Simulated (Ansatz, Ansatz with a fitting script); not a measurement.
# The order of polymorphs of CsGeBr3 (R3m) on a ladder of methods

Wanted: the order of polymorphs of CsGeBr3 (R3m), rung by rung, with cost.

Method: density functionals and EXX+RPA, plane waves, in Ansatz 0.2.0.

In doubt: RPA on norm-conserving files with a d shell is listed as unsure (step 6), so the values of those runs are not to be relied on.

## Step 1: Starting point

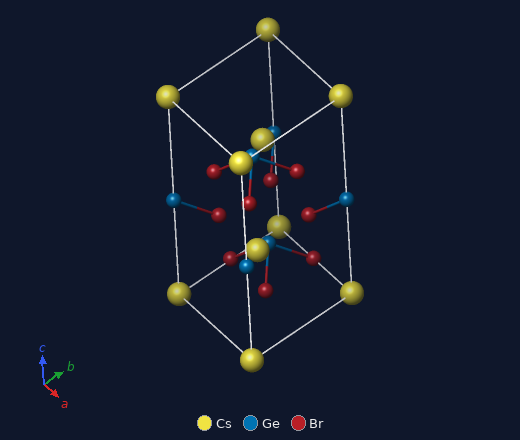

The starting structure, seen from a free direction (caesium yellow, germanium blue, bromine red). This picture shows the conventional cell, with its axes. Bonds to atoms that aren't drawn are left out. Some periodic images of atoms are drawn too.

The structure was relaxed with r2SCAN+rVV10. The runs that relaxed it are not among those shown. The program's search for lower electronic states was switched off, so nothing shows that the state found is the lowest. Spin-orbit coupling is left out unless a step names it.

## Step 2: Energy LDA (polymorph R3m)

This step: DFT, LDA, plane waves, PAW.

input.yaml reads:

```yaml
crystal:
  lattice:
    - [3.9233201957, 2.2651299711, 3.3083141297]
    - [-3.9233201957, 2.2651299711, 3.3083141297]
    - [0.0, -4.5302599422, 3.3083141297]
  atoms:
    - { symbol: Cs, position: [0.0022232963, 0.0022232963, 0.0022232963] }
    - { symbol: Ge, position: [0.4779557543, 0.4779557543, 0.4779557543] }
    - { symbol: Br, position: [0.0262159009, 0.5058025242, 0.5058025242] }
    - { symbol: Br, position: [0.5058025242, 0.5058025242, 0.0262159009] }
    - { symbol: Br, position: [0.5058025242, 0.0262159009, 0.5058025242] }
kpoints:
  mp_grid: { grid: [4, 4, 4] }
hamiltonian:
  xc: lda
  pseudopotentials: { kind: paw, source: ansatz }
scf:
  occupations: { method: fixed }
  n_extra_bands: 5
  lower_state_search: "off"
  convergence: { dr2_threshold: 1.0e-09 }
output:
  eigenvalues: true
```

Command:

```
> ansatz run input.yaml --threads 16 --pin off --max-ram 64512MiB --backend cuda --events-out ev --progress --plain --runs-dir out --devices 1 --max-vram 78GiB
```

Numbers of over 12 decimals in the logs are rounded to 6 here.

The log of the run:

```text
scf.n_extra_bands = 5 over 37 filled bands (N_el = 74.0): the run solves 42 bands
GPUs: using 1 of 1 available (devices: 1).
Engine: ansatz 0.2.0, aarch64-unknown-linux-gnu
Pseudopotentials: kind: paw
Pseudopotential: Cs, paw, valence charge 9, recommended cutoff 520 eV (normal), Cs.paw.azcp
Pseudopotential: Ge, paw, valence charge 14, recommended cutoff 820 eV (normal), Ge.paw.azcp
Pseudopotential: Br, paw, valence charge 17, recommended cutoff 680 eV (normal), Br.paw.azcp
Functional definition: SPW92
  exchange = slater_x
  correlation = pw_c
device memory: the entry about to start is reckoned to put 18.1 GiB on a device that reports 181.7 GiB free (of which the cap on the GPU budget leaves the run 78.0 GiB)
GPU FFT provider: cuFFT
GPU libraries: cuBLAS 13.8.1, cuFFT 12.4.0, cuSOLVER 12.3.2
GPU matrix products: emulated (plane waves: as basis.precision tells), large ones in fixed point in workspaces of 1.00 GiB
Crystal: 5 atoms, lattice volume = 176.403 Å³
Basis set: ecut = 820 eV, 9357 PW (Γ)
Bands: 42, of which v1, the nominal top of the filled ones, is band 37 counted from 1 (36 counted from 0)
Symmetry: 6 space group operations
Space group: R3m (ITA 160), of the structure as read, at distance tolerance 5.6e-5 Å
k-points: 13 of 64 (time reversal used)
Non-local potential: Cs, projectors of the file, l = 0: 3, l = 1: 2, l = 2: 2, l = 3: 3
Non-local potential: Ge, projectors of the file, l = 0: 2, l = 1: 2, l = 2: 2, l = 3: 2
Non-local potential: Br, projectors of the file, l = 0: 2, l = 1: 2, l = 2: 3, l = 3: 1
PAW form: soft (Blöchl's): semilocal exchange-correlation on the pseudo side does not see the compensation charge
PAW frozen core: Cs, regenerated for the run's functional, and the local potential with it (the file was generated under x = pbe(κ = 0.804, μ = 0.219515), c = pbe(β = 0.066725))
PAW frozen core: Ge, regenerated for the run's functional, and the local potential with it (the file was generated under x = pbe(κ = 0.804, μ = 0.219515), c = pbe(β = 0.066725))
PAW frozen core: Br, regenerated for the run's functional, and the local potential with it (the file was generated under x = pbe(κ = 0.804, μ = 0.219515), c = pbe(β = 0.066725))
PAW one-centre angular grid: Cs, 194 points (default); XC on 64 Gauss nodes
PAW one-centre angular grid: Ge, 590 points (default); XC on 64 Gauss nodes
PAW one-centre angular grid: Br, 590 points (default); XC on 64 Gauss nodes
Initial density: superposition of atomic densities (chi_scale 0.1, normalization cell, long waves kept (reshape's long-wave potential 0.00 eV rms))
Initial wavefunctions: pseudopotential atomic-orbital guess
GPU buffer pool allocated for 157464 grid points (all kernels)
GPU transforms: local potential and band sums: pruned to the plane-wave sphere, on 54×54×54
Functional: x = slater, c = lda
SCF iter   1: F=—  HF=-27896.028227 eV  |F-HF|=—  |Δ(HF+E_count)|=         —  Δρ=4.43e-2  dr2=7.14e0  ethr=3.10e-3  ⟨swp⟩=10.8  Hψ=2532  notcnv=0  defer=52
preconditioner: auto → Resta (q_TF=auto, 2.361 Å⁻¹)  ε∞=3.5  [insulator: Δε(μ)=0.849 eV  Ē_g=9.932 eV  n_scr=32 (ndim 8)  ℏωp=15.8 eV  f_vac=0.073  ε∞_Penn≈3.5]
SCF iter   2: F=—  HF=-27893.623238 eV  |F-HF|=—  |Δ(HF+E_count)|=    2.40e0  Δρ=1.49e-2  dr2=1.04e0  ethr=3.10e-3  ⟨swp⟩=7.2  Hψ=1399  notcnv=0  defer=35
SCF iter   3: F=—  HF=-27893.121885 eV  |F-HF|=—  |Δ(HF+E_count)|=   5.01e-1  Δρ=5.74e-3  dr2=1.79e-1  ethr=1.40e-3  ⟨swp⟩=6.6  Hψ=1151  notcnv=0  defer=36
SCF iter   4: F=—  HF=-27893.033165 eV  |F-HF|=—  |Δ(HF+E_count)|=   8.87e-2  Δρ=1.91e-3  dr2=1.39e-2  ethr=2.42e-4  ⟨swp⟩=6.6  Hψ=1340  notcnv=0  defer=39
SCF iter   5: F=—  HF=-27893.028663 eV  |F-HF|=—  |Δ(HF+E_count)|=   4.50e-3  Δρ=6.37e-4  dr2=9.11e-4  ethr=1.88e-5  ⟨swp⟩=6.8  Hψ=1449  notcnv=0  defer=40
SCF iter   6: F=—  HF=-27893.028145 eV  |F-HF|=—  |Δ(HF+E_count)|=   5.18e-4  Δρ=2.47e-4  dr2=9.00e-5  ethr=1.23e-6  ⟨swp⟩=3.7  Hψ=1295  notcnv=0  defer=38
SCF iter   7: F=—  HF=-27893.028140 eV  |F-HF|=—  |Δ(HF+E_count)|=   4.21e-6  Δρ=6.01e-5  dr2=4.85e-6  ethr=1.22e-7  ⟨swp⟩=3.4  Hψ=1161  notcnv=0  defer=36
SCF iter   8: F=—  HF=-27893.028471 eV  |F-HF|=—  |Δ(HF+E_count)|=   3.31e-4  Δρ=1.12e-5  dr2=2.15e-7  ethr=6.55e-9  ⟨swp⟩=3.2  Hψ=1275  notcnv=0  defer=36
SCF iter   9: F=—  HF=-27893.028471 eV  |F-HF|=—  |Δ(HF+E_count)|=   2.80e-8  Δρ=2.42e-6  dr2=1.17e-8  ethr=2.91e-10  ⟨swp⟩=3.5  Hψ=1270  notcnv=0  defer=37
SCF iter  10: F=-27893.028471 eV  HF=-27893.028471 eV  |F-HF|=3.31e-10  |Δ(HF+E_count)|=   6.16e-9  Δρ=5.56e-7  dr2=5.88e-10  ethr=1.35e-12  ⟨swp⟩=28.8  Hψ=4447  notcnv=0
SCF 1 converged in 10 iterations: F = -27893.028471 eV  dr2 = 5.88e-10
[...]
SCF converged after 10 iterations
Free energy (F): -27893.028471 eV
Harris-Foulkes:  -27893.028471 eV  (|F-HF|=3.31e-10)
Internal energy: -27893.028471 eV  (E = F + TS)
E sigma→0 (E₀):  -27893.028471 eV
Fermi energy:    5.440965 eV
--- Per-component energies (eV) ---
  E_band       = -1933.558625
  E_kinetic    = 1190.230619
  E_local      = -12352.544745  (includes V_loc(G=0)·N_el)
  E_nonlocal   = -3548.728396
  E_hartree    = 5058.117555
  E_xc         = -785.966582
  E_vxc        = -647.978552  (∫ρ·V_xc dr)
  E_paw        = -10946.067298  (= ΣΔE_a)
  E_vpaw       = 3309.227267  (= ΣTr[D̂ρ^β])
  E_aug_tail   = -0.000364  (compensation charges beyond the density's cutoff)
  E_ewald      = -6517.242195
  E_core_change = 9.172934  (= ΣΔE_core)
  E_smearing   = -0.000000  (= −TS)
  E_closure    = -0.000000  (closes the sum)
  Σ components = -27893.028471   (vs F -27893.028471, Δ=0.00e0)
--- Band table (eV; the first three rows and the last of 13) ---
  k-point 0: bands = [... 33 lower, 2.9994, 3.1590, 3.1590, 3.1771, 8.0996, 8.9953, 8.9953, 9.3890, ... 1 higher]
  k-point 1: bands = [... 33 lower, 2.9203, 2.9403, 3.0756, 3.2757, 8.7928, 8.9894, 9.4521, 9.5261, ... 1 higher]
  k-point 2: bands = [... 33 lower, 2.8360, 2.8607, 2.9977, 3.7819, 7.4430, 9.7090, 9.9928, 10.2239, ... 1 higher]
  k-point 12: bands = [... 33 lower, 3.5305, 3.5305, 3.5396, 5.4410, 6.4257, 6.6020, 6.6020, 9.6606, ... 1 higher]
```

Run time: 1.1 s. Hardware: 1 × NVIDIA GB200 (shared by 2 runs) with 16 threads of Arm Neoverse V2, shared host; peak memory 1.1 GiB.

In the SCF lines HF is the Harris–Foulkes energy and dr2 the Hartree energy of the density residual, in eV; the loop may stop once dr2 is under the threshold and the program's other checks hold. Hψ counts applications of the Hamiltonian.

Total energy -27893.0285 eV.

## Step 3: Energy r2SCAN (polymorph R3m)

The meta-GGA depends on the orbitals through the kinetic-energy density, which usually opens the gap somewhat.

This step: DFT, r2SCAN, plane waves, PAW.

Edit input.yaml of step 2 so:

```diff
@@ -14,3 +14,3 @@
 hamiltonian:
-  xc: lda
+  xc: r2scan
   pseudopotentials: { kind: paw, source: ansatz }
```

The log of the run:

```text
[...]
GPUs: using 1 of 1 available (devices: 1).
[...]
GPU FFT provider: cuFFT
GPU libraries: cuBLAS 13.8.1, cuFFT 12.4.0, cuSOLVER 12.3.2
[...]
Crystal: 5 atoms, lattice volume = 176.403 Å³
Basis set: ecut = 1230 eV, 17185 PW (Γ), exchange–correlation on 288×288×288 points (64 copies of the dense FFT grid, shifted against one another)
[...]
--- Band table (eV; the first three rows and the last of 13) ---
  k-point 0: bands = [... 33 lower, 2.8829, 3.0435, 3.0435, 3.0799, 9.0683, 9.6764, 9.6764, 10.0234, ... 1 higher]
  k-point 1: bands = [... 33 lower, 2.8139, 2.8368, 2.9637, 3.2343, 9.4793, 9.7573, 10.1555, 10.1979, ... 1 higher]
  k-point 2: bands = [... 33 lower, 2.7394, 2.7527, 2.8893, 3.8288, 7.9088, 10.5015, 10.6276, 10.8584, ... 1 higher]
  k-point 12: bands = [... 33 lower, 3.4106, 3.4106, 3.4187, 5.6227, 6.9600, 7.1079, 7.1079, 10.6168, ... 1 higher]
[key lines of the parts left out:]
SCF converged after 10 iterations
Free energy (F): -28463.715421 eV
Fermi energy:    5.622714 eV
```

It took 1.7 s on 1 × NVIDIA GB200 (shared by 2 runs) with 16 threads; peak memory 1.2 GiB.

Total energy -28463.7154 eV.

## Step 4: Energy r2SCAN+rVV10 (polymorph R3m)

This step: DFT, r2SCAN with rVV10, plane waves, PAW.

Edit input.yaml of step 3 so:

```diff
@@ -16,2 +16,3 @@
   pseudopotentials: { kind: paw, source: ansatz }
+  dispersion: rvv10
 scf:
```

The log of the run:

```text
[...]
GPUs: using 1 of 1 available (devices: 1).
[...]
GPU FFT provider: cuFFT
GPU libraries: cuBLAS 13.8.1, cuFFT 12.4.0, cuSOLVER 12.3.2
[...]
Crystal: 5 atoms, lattice volume = 176.403 Å³
Basis set: ecut = 1230 eV, 17185 PW (Γ), exchange–correlation on 288×288×288 points (64 copies of the dense FFT grid, shifted against one another)
[...]
--- Band table (eV; the first three rows and the last of 13) ---
  k-point 0: bands = [... 33 lower, 2.8643, 3.0272, 3.0272, 3.0634, 8.9383, 9.5591, 9.5591, 9.9693, ... 1 higher]
  k-point 1: bands = [... 33 lower, 2.7932, 2.8179, 2.9461, 3.2166, 9.4491, 9.6398, 10.0407, 10.0878, ... 1 higher]
  k-point 2: bands = [... 33 lower, 2.7164, 2.7334, 2.8705, 3.8138, 7.8820, 10.4217, 10.5646, 10.7730, ... 1 higher]
  k-point 12: bands = [... 33 lower, 3.3968, 3.3968, 3.4050, 5.6104, 6.9238, 7.0717, 7.0717, 10.5193, ... 1 higher]
[key lines of the parts left out:]
SCF converged after 10 iterations
Free energy (F): -28456.102363 eV
Fermi energy:    5.610435 eV
```

The job ended after 2.4 s (1 × NVIDIA GB200 (shared by 2 runs) with 16 threads; peak memory 1.3 GiB).

Total energy -28456.1024 eV.

## Step 5: Energy r2SCAN-D4 (polymorph R3m)

This step: DFT, r2SCAN with D4 dispersion, plane waves, PAW.

Edit input.yaml of step 4 so:

```diff
@@ -16,3 +16,3 @@
   pseudopotentials: { kind: paw, source: ansatz }
-  dispersion: rvv10
+  dispersion: d4
 scf:
```

The log of the run:

```text
[...]
GPUs: using 1 of 1 available (devices: 1).
[...]
GPU FFT provider: cuFFT
GPU libraries: cuBLAS 13.8.1, cuFFT 12.4.0, cuSOLVER 12.3.2
[...]
Crystal: 5 atoms, lattice volume = 176.403 Å³
Basis set: ecut = 1230 eV, 17185 PW (Γ), exchange–correlation on 288×288×288 points (64 copies of the dense FFT grid, shifted against one another)
[...]
--- Band table (eV; the first three rows and the last of 13) ---
  k-point 0: bands = [... 33 lower, 2.8829, 3.0435, 3.0435, 3.0799, 9.0683, 9.6764, 9.6764, 10.0234, ... 1 higher]
  k-point 1: bands = [... 33 lower, 2.8139, 2.8368, 2.9637, 3.2343, 9.4793, 9.7573, 10.1555, 10.1979, ... 1 higher]
  k-point 2: bands = [... 33 lower, 2.7394, 2.7527, 2.8893, 3.8288, 7.9088, 10.5015, 10.6276, 10.8584, ... 1 higher]
  k-point 12: bands = [... 33 lower, 3.4106, 3.4106, 3.4187, 5.6227, 6.9600, 7.1079, 7.1079, 10.6168, ... 1 higher]
[key lines of the parts left out:]
SCF converged after 10 iterations
Free energy (F): -28464.075896 eV
Fermi energy:    5.622714 eV
```

The job ended after 1.9 s (1 × NVIDIA GB200 (shared by 2 runs) with 16 threads; peak memory 1.2 GiB).

Total energy -28464.0759 eV.

## Step 6: Energy RPA (polymorph R3m)

The RPA correlation energy is summed at several response cutoffs, since it converges slowly from above.

This step: EXX+RPA on LDA, plane waves, norm-conserving pseudopotentials.

Edit input.yaml of step 5 so:

```diff
@@ -12,10 +12,8 @@
 kpoints:
-  mp_grid: { grid: [4, 4, 4] }
+  mp_grid: { grid: [3, 3, 3] }
 hamiltonian:
-  xc: r2scan
-  pseudopotentials: { kind: paw, source: ansatz }
-  dispersion: d4
+  xc: lda
+  pseudopotentials: { kind: nc, xc_functional: pbe }
 scf:
   occupations: { method: fixed }
-  n_extra_bands: 5
   lower_state_search: "off"
@@ -23,2 +21,8 @@
 output:
-  eigenvalues: true
+  rpa_energy:
+    ecut_chi_ladder: [204, 238, 272, 306, 340]
+    long_wavelength: optical_limit
+    n_empty_bands: 887
+basis:
+  ecutwfc: 1061.244064
+  xc_grid: 3
```

The log of the run:

```text
GPUs: using 1 of 1 available (devices: 1).
[...]
GPU FFT provider: cuFFT
GPU libraries: cuBLAS 13.8.1, cuFFT 12.4.0, cuSOLVER 12.3.2
[...]
Crystal: 5 atoms, lattice volume = 176.403 Å³
Basis set: ecut = 1061.244064 eV, 13811 PW (Γ), exchange–correlation on 180×180×180 points (27 copies of the dense FFT grid, shifted against one another)
Bands: 27, of which v1, the nominal top of the filled ones, is band 22 counted from 1 (21 counted from 0)
Symmetry: 6 space group operations
[...]
k-points: 6 of 27 (time reversal used)
[...]
GPU buffer pool allocated for 216000 grid points (all kernels)
[...]
SCF iter   1: F=—  HF=-4650.887803 eV  |F-HF|=—  |Δ(HF+E_count)|=         —  Δρ=2.54e-2  dr2=2.53e0  ethr=3.10e-3  ⟨swp⟩=5.0  Hψ=638  notcnv=0  defer=13
[...]
SCF iter   9: F=-4649.737028 eV  HF=-4649.737028 eV  |F-HF|=2.36e-11  |Δ(HF+E_count)|=   6.72e-9  Δρ=4.49e-7  dr2=2.17e-10  ethr=2.27e-12  ⟨swp⟩=14.7  Hψ=969  notcnv=0
SCF 1 converged in 9 iterations: F = -4649.737028 eV  dr2 = 2.17e-10
[...]
NSCF: frozen V_eff on 6 k-points
[...]
EXX+RPA screening: q 1/6 (q-point 2)
EXX+RPA screening: q 1/6 (q-point 3)
EXX+RPA screening: q 3/6 (q-point 4)
EXX+RPA screening: q 3/6 (q-point 6)
EXX+RPA screening: q 5/6
EXX+RPA screening: q 5/6 (q-point 1)
[...]
SCF converged after 9 iterations
Free energy (F): -4649.737028 eV
[...]
Internal energy: -4649.737028 eV  (E = F + TS)
E sigma→0 (E₀):  -4649.737028 eV
Fermi energy:    2.944692 eV
[...]
--- Band table (eV; the first three rows and the last of 6) ---
  k-point 0: bands = [... 18 lower, 1.7947, 1.9585, 1.9585, 1.9722, 6.9131, 7.7566, 7.7566, 8.1687, ... 1 higher]
  k-point 1: bands = [... 18 lower, 1.6735, 1.6870, 1.8322, 2.2036, 7.0407, 8.0418, 8.5420, 8.6094, ... 1 higher]
  k-point 2: bands = [... 18 lower, 1.5564, 1.7280, 2.1599, 2.6075, 6.7808, 6.7809, 8.6969, 8.8373, ... 1 higher]
  k-point 5: bands = [... 18 lower, 1.9813, 2.0930, 2.1737, 2.9447, 6.3446, 6.4860, 6.7573, 8.6584, ... 1 higher]
--- EXX+RPA: 3×3×3 mesh (6 irreducible q, 85/162 k–q pairs), 909 bands' worth read of 914 solved (the sum completed by the states above those read; Γ's head and wings end at those read), 22 occupied, 14 frequency nodes, the response taken to reach 1755.5 eV, pair-density box ratio 4, q→0 included in E_x (Coulomb truncated on the Wigner–Seitz cell) and E_c (k·p head, wings) ---
  smallest occupied→empty transition 3.400e0 eV, smallest direct gap 3.400e0 eV
  indirect gap at most 3.400e0 eV, over 6 k-points of the mesh
  bands read: the sum over 909 bands ends inside a degenerate multiplet in 2 slots, whose members it reads at an even weight; the widest, k=0: bands 909 to 910 (counted from 1) at 1/2 each
  E_x                     =      -474.652111 eV
  E_xc[n_v+n_c], E_xc[n_v] =     -1499.791062, -555.861230 eV (parent functional, the pass's orbitals; any nonlocal part keeps n_c)
  E_c ladder  E_cut^χ (eV)   ⟨N_G⟩      E_cut^sphere (eV)      E_c (eV)
                  204.00     1169.1            204.23        -64.589337
                  238.00     1472.5            238.19        -66.307680
                  272.00     1798.3            272.15        -67.539482
                  306.00     2142.2            305.81        -68.451817
                  340.00     2515.1            340.35        -69.176415
  E_c(E_cut→∞)            =       -73.128851 ± 0.047436 eV  (E_cut^-3/2 fit over 5 rungs)
  S(q), 5 of 5 wave vectors   |q| (1/Å)       S_0(q)   S_0 (bands read)   S_RPA(q)   (top rung; structure_factors; the frequency nodes sum S_0 to within 2.2e-7)
    ( 0.0000,  0.0000,  0.3333)    0.37353     0.042744           0.042185   0.021336
    ( 0.0000,  0.3333,  0.3333)    0.52260     0.079096           0.078001   0.041010
    ( 0.0000,  0.3333, -0.3333)    0.53383     0.082812           0.081672   0.042896
    ( 0.3333,  0.3333,  0.3333)    0.63307     0.109963           0.108351   0.058846
    ( 0.3333,  0.3333, -0.3333)    0.65154     0.116971           0.115270   0.062581
  core–valence xc dropped  : E_EXX =     -3624.598076 eV   E_EXX+RPA =     -3697.726927 eV
  core–valence xc semilocal: E_EXX =     -4568.527909 eV   E_EXX+RPA =     -4641.656760 eV
```

It took 5.3 min on 1 × NVIDIA GB200 (shared by 2 runs) with 16 threads; peak memory 10 GiB; 73 min of CPU time.

Numbers from this step:

```
exact exchange energy  : -474.6521 eV
RPA correlation energy : -73.1289 eV
```

Extrapolated from these cutoffs, the correlation energy is -14.63 eV per atom (fit error 0.01); such a limit moves with the range of cutoffs.

RPA ladder, by row:

| response cutoff (eV) | mean plane waves | sphere-equivalent cutoff (eV) | correlation energy (eV) |
| --- | --- | --- | --- |
| 204 | 1169 | 204.2 | -64.59 |
| 238 | 1472 | 238.2 | -66.31 |
| 272 | 1798 | 272.1 | -67.54 |
| 306 | 2142 | 305.8 | -68.45 |
| 340 | 2515 | 340.3 | -69.18 |

(Part 1 of 2 ends here.)

[Paths, hosts, dates, memory and timing lines, banners, echoed tables and standing remarks are left out of the program output.]

[Logs are printed without paths, hosts, clocks, repeated set-up lines and the standing remarks that a program may print on its own settings, such as how far it seeks lower states.]

[Runs of the session that timed out or met a known fault of the program may be left out.]

[Hosts, paths, dates, database ids (printed as entryN), source tags and the programs' standing remarks are cut or masked in the printed files.]
